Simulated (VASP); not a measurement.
Band structure of ZnCdSe2 (space group P3m1). Level of theory: PBEsol GGA, VASP's PBE PAW potentials (set 64) (plane waves; VASP).

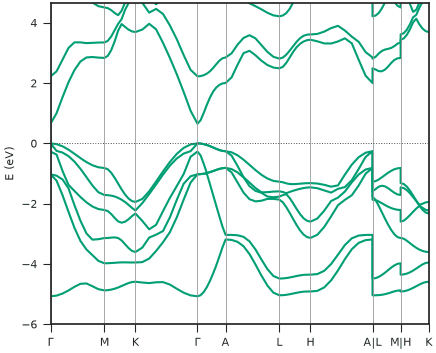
Bands along high-symmetry lines, zero at the valence-band maximum or, without a gap, the Fermi level

Read the plot: is there a gap, and where are the band edges?

The gap is direct, 0.65 eV, from the valence maximum at Γ to the conduction minimum at Γ. (Edges off the drawn lines would not show.)

The structure comes from a computed database's ZnCdSe2 entry (P3m1); how it stands against other phases isn't given here. It was relaxed first, which changed the volume by -6 %.
